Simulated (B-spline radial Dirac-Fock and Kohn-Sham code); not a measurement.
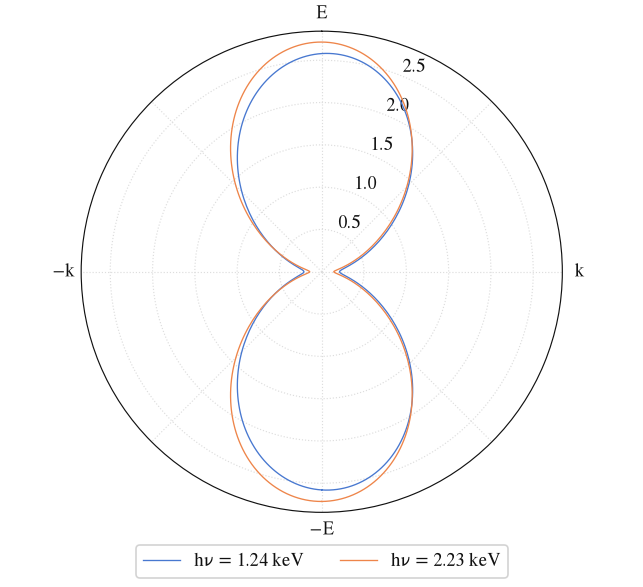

Angular distribution of photoelectrons from O3 (5p3/2) in the plane of the polarisation E (up) and the photon direction k (right), relative to an isotropic one. The figure is for atomic Ta. Method: a Dirac–Hartree–Slater potential; 1 + βP₂(cos θ) + (δ + γ cos²θ) sin θ cos φ with E1 and E1–E2 terms (computed with a B-spline radial code). Open shells are averaged over j.

Is the pattern at 2.23 keV symmetric between forward and backward?

Answer. Nearly; the non-dipole terms change it by under 5 % at 45° from E.

What are β, γ and δ at 2.23 keV?

Answer. β = 1.715, γ = −0.019, δ = 0.000.
